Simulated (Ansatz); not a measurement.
Method: PBE (plane waves to 420 eV, PAW; Ansatz, a quantum-chemistry and plane-wave program).

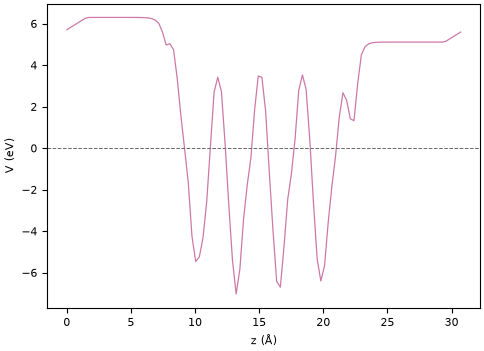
Figure: Planar average of the electrostatic potential across the slab, in eV from the highest filled level, for the (111)B surface of zinc-blende ZnSe, Se-terminated, 2x2 with 2 NH2 on 4 top atoms (bottom of the slab: 2 H on 4 bottom sites)

Model: 40-atom slab, 14.8 Å thick at the start with caps and adatoms, 3x3x1 mesh, Fermi-Dirac 0.025 eV, dipole correction, 8 atoms held, the rest relaxed; no symmetry held; no spin, no spin-orbit, no U. It is one candidate, not shown to be the stable structure of the face.

Task: The surface cell has an area of 56.96 Å². What dipole along the normal does the step between the two vacuum levels imply?

Result: the top vacuum level lies 1.19 eV below the bottom one; p = −ε₀ A ΔV (ε₀ = 0.005526 e/(V·Å)) gives 0.37 e·Å a cell.
